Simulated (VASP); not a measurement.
Input:

```xyz
4
Lattice="4.1684 0.0000 0.0000 -2.0842 3.6099 0.0000 0.0000 0.0000 5.8755" Properties=species:S:1:pos:R:3 pbc="T T T"
Mo     0.0000     2.4066     5.7523
Mo     2.0842     1.2033     2.8146
Se     0.0000     2.4066     2.3266
Se     2.0842     1.2033     5.2643
```

All values below come from PBE GGA, VASP's PBE PAW potentials (set 64) (plane waves; VASP 6.6.1). Settings: 400 eV cut-off, 10×10×6 Γ-centred mesh, tetrahedra with Blöchl corrections, potentials Mo_sv Se.

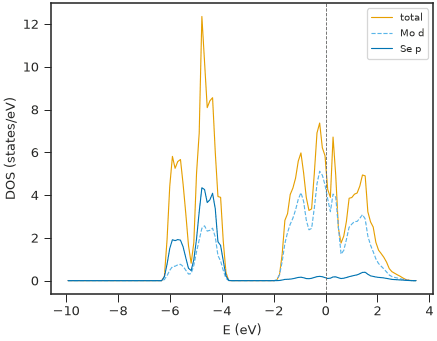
Figure: Total and projected density of states, zero at the Fermi level

Within 2 eV below the Fermi level the largest weight inside VASP's projection spheres is Mo d.

It has no gap at this level: it comes out as a metal or semimetal.

The structure was generated: MoSe was put into the wurtzite type (P6_3mc), which need not be its known phase. It was relaxed first, which changed the volume by -30 %.
